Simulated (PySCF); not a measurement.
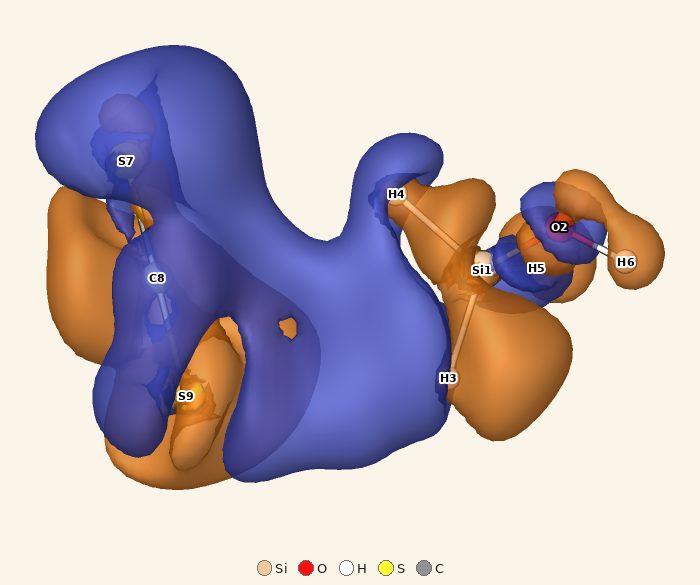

CH4OS2Si, SMILES `[SiH3]O.S=C=S`. Density of the complex less the densities of the two fragments at the same geometry, ±0.00015 e/Å³ (orange: gain, blue: loss). Fragment A: SiH4O (atoms 1–6); fragment B: CS2.

Level of theory: BP86/6-311+G** (PySCF), at a geometry from GFN2-xTB. GFN2-xTB bond lengths at metals and heavier atoms can be off by up to 0.1 Å and shapes distorted, which carries into these values.

**Which way does charge flow?**

Hirshfeld charges show almost no net transfer (under 0.005 e). 0.01 e is displaced in all, which induces a dipole of 0.06 D.

**What is the interaction energy, and which contacts carry it?**

The counterpoise-corrected interaction energy of the frozen fragments is +1.2 kcal/mol without dispersion correction and −1.4 kcal/mol with D3(BJ). The pair geometry is semi-empirical, not a minimum at this level. Contacts: H3···S9, 3.32 Å, ρ = 0.004 a.u.; H4···C8, 3.20 Å, ρ = 0.004 a.u., a bond path close to vanishing (ellipticity 2.9). The pose is a local one from a semi-empirical search, not shown to be the most stable.
